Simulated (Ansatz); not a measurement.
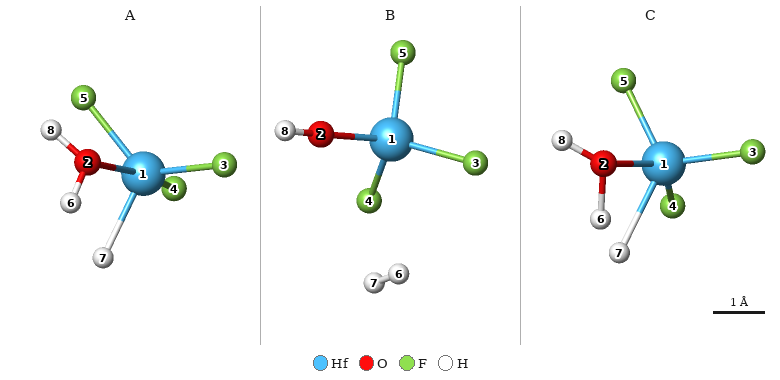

Three geometries of HfH3OF3: a saddle point and the two minima that it joins, in shuffled order. The picture is a ball-and-stick view, seen from a free direction. Sticks join atoms that are closer than about 1.2 times the sum of their covalent radii (a little more with hydrogen).

Stationary points at PBE0-D4/def2-TZVP, single-point energies with CCSD(T)/CBS (def2-TZVPP where no basis is named; Ansatz 0.2.0). The energies are electronic, without zero-point or thermal terms, and both ends are the minima reached downhill from the saddle, with any fragments still in contact. CCSD(T)/CBS stands for a frozen-core estimate: MP2 correlation extrapolated from def2-TZVPP and def2-QZVPP, CCSD(T) minus MP2 from the smaller set. Elements past krypton carry the basis set's effective core potentials.

**Identify the saddle point and describe the reaction.**

Frame C is the saddle point. Counted by bonded pieces, B holds HfHOF₃ + H₂ and A holds HfHF₃ + H₂O. From B over the saddle to A, bonds form: Hf1–H7 (2.95 → 2.05 → 1.86 Å), O2–H6 (3.16 → 1.20 → 0.96 Å). Bonds break: Hf1–O2 (1.90 → 2.14 → 2.36 Å), H6–H7 (0.75 → 1.06 → 2.56 Å). The saddle has one imaginary mode, 1079i cm⁻¹. With CCSD(T)/CBS the barrier is 1.46 eV from B and 0.57 eV from A, and A lies 0.90 eV above B.
